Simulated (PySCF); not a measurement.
**[Eu(H2O)4]3+: forces at shaken geometries**

Aim: move all atoms of relaxed [Eu(H2O)4]3+ at random and read energies and forces. The structure is generated, not taken from experiment.

The runs use PySCF 2.14.0; PBE0, Eu lcecp-1-SVP with ECP52, O def2-SVP, H def2-SVP; scalar-relativistic core potentials, no spin–orbit coupling.

2 further runs of the same task are left out: 2 for a known fault of the program.

## Step 1: The starting structure

13 atoms, charge 3, spin multiplicity 1.

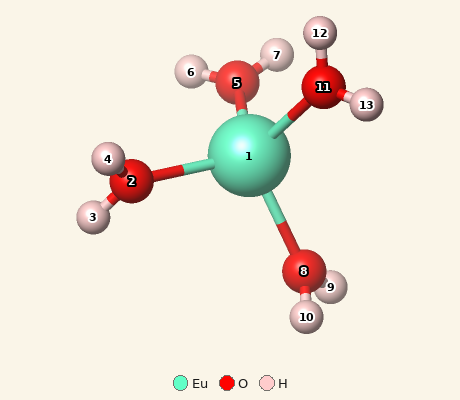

The geometry (europium green, oxygen red, hydrogen pink); atoms are numbered from 1 in the order of the file.

Coordinates:

```
Eu    0.00000    0.00000    0.00000
O     1.38562    1.34744    1.28312
H     2.18623    1.08845    1.79251
H     1.32028    2.31624    1.44195
O    -1.38563   -1.28312    1.34744
H    -1.32027   -1.44196    2.31624
H    -2.18622   -1.79252    1.08845
O     1.38562   -1.34744   -1.28312
H     1.32028   -2.31624   -1.44195
H     2.18623   -1.08845   -1.79251
O    -1.38563    1.28312   -1.34744
H    -2.18622    1.79252   -1.08845
H    -1.32027    1.44196   -2.31624
```

Formal oxidation states: Eu +3. Each metal's 6 4f electrons lie in its core potential, so multiplicities, spins and levels count the valence alone. An earlier session relaxed this geometry at PBE0, Eu lcecp-1-SVP with ECP52, O def2-SVP, H def2-SVP (singlet, point group S4).

Its energy there is -339.504425 Eh.

## Step 2: Atoms moved at random, σ = 0.1 Å

File run.py (the lines that set the calculation):

```python
mol = gto.M(atom='''
Eu    -0.15043    -0.02615     0.01096
O      1.52907     1.40643     1.26530
H      1.98506     1.24327     1.90438
H      1.35409     2.20020     1.44871
O     -1.48278    -1.32727     1.27454
H     -1.34439    -1.56960     2.33554
H     -2.10542    -1.78709     1.14541
O      1.37885    -1.32605    -1.39776
H      1.42621    -2.17951    -1.49222
H      2.26580    -1.23589    -1.70075
O     -1.53927     1.24268    -1.46931
H     -2.10056     1.92214    -0.91090
H     -1.21621     1.43684    -2.41389''',
    basis={'Eu': 'lcecp-1-SVP', 'O': 'def2-SVP', 'H': 'def2-SVP'},
    ecp={'Eu': 'lcecp-1-SVP'},
    charge=3, spin=0)
mf = dft.RKS(mol, xc='PBE0')
mf.grids.atom_grid = (50, 194)  # f atoms: unpruned, at least (60, 302)
mf = mf.density_fit()  # fitting sets: Eu AutoAux, O def2-universal-JKFIT, H def2-universal-JKFIT
mf.conv_tol = 1e-08; mf.max_cycle = 55
mf.kernel(dm0)  # dm0: the density of the relaxed state
```

Launch:

```console
$ OMP_NUM_THREADS=2 python run.py
```

## Step 3: Atoms moved at random, σ = 0.06 Å

File run.py (the lines that set the calculation):

```python
mol = gto.M(atom='''
Eu     0.08203     0.02206    -0.09716
O      1.33074     1.32732     1.29789
H      2.17775     1.05484     1.77462
H      1.35989     2.35662     1.54091
O     -1.35419    -1.27253     1.35212
H     -1.34148    -1.45149     2.33402
H     -2.24597    -1.76479     1.03624
O      1.41488    -1.38347    -1.21055
H      1.33760    -2.35190    -1.40107
H      2.16957    -1.07220    -1.83145
O     -1.35731     1.30468    -1.35961
H     -2.16821     1.78532    -1.08621
H     -1.40531     1.44554    -2.34975''',
    basis={'Eu': 'lcecp-1-SVP', 'O': 'def2-SVP', 'H': 'def2-SVP'},
    ecp={'Eu': 'lcecp-1-SVP'},
    charge=3, spin=0)
mf = dft.RKS(mol, xc='PBE0')
mf.grids.atom_grid = (50, 194)  # f atoms: unpruned, at least (60, 302)
mf = mf.density_fit()  # fitting sets: Eu AutoAux, O def2-universal-JKFIT, H def2-universal-JKFIT
mf.conv_tol = 1e-08; mf.max_cycle = 55
mf.kernel(dm0)  # dm0: the density of the relaxed state
```

## Step 4: Atoms moved at random, σ = 0.06 Å

File run.py (the lines that set the calculation):

```python
mol = gto.M(atom='''
Eu     0.02047     0.01235     0.05366
O      1.36025     1.41700     1.28062
H      2.20366     0.99266     1.80145
H      1.27967     2.33170     1.51408
O     -1.40561    -1.29399     1.28396
H     -1.29919    -1.48912     2.30002
H     -2.25822    -1.76104     1.17494
O      1.36071    -1.40329    -1.36030
H      1.38193    -2.25981    -1.31874
H      2.12409    -1.11981    -1.87515
O     -1.36122     1.33079    -1.39314
H     -2.06401     1.78341    -1.11864
H     -1.34254     1.45916    -2.34276''',
    basis={'Eu': 'lcecp-1-SVP', 'O': 'def2-SVP', 'H': 'def2-SVP'},
    ecp={'Eu': 'lcecp-1-SVP'},
    charge=3, spin=0)
mf = dft.RKS(mol, xc='PBE0')
mf.grids.atom_grid = (50, 194)  # f atoms: unpruned, at least (60, 302)
mf = mf.density_fit()  # fitting sets: Eu AutoAux, O def2-universal-JKFIT, H def2-universal-JKFIT
mf.conv_tol = 1e-08; mf.max_cycle = 55
mf.kernel(dm0)  # dm0: the density of the relaxed state
```

What does the calculation give? Wanted: for each run, σ; energy rise; harmonic estimate −½ F·u; largest force component.

**Answer**, as computed:

| σ (Å) | energy rise (eV) | harmonic estimate −½ F·u (eV) | largest force component (eV/Å) |
| --- | --- | --- | --- |
| 0.1 | 5.427 | 5.619 | 15.66 |
| 0.06 | 0.460 | 0.455 | 2.54 |
| 0.06 | 1.291 | 1.277 | 9.30 |

Every displacement raises the energy. For a harmonic well the rise equals −½ F·u; the two differ by at most 4 % here (a move with σ = 0.1 Å), from anharmonicity, the grid and the small forces left at the relaxed point. These are double-zeta-type bases without diffuse functions. Spin–orbit coupling is left out.
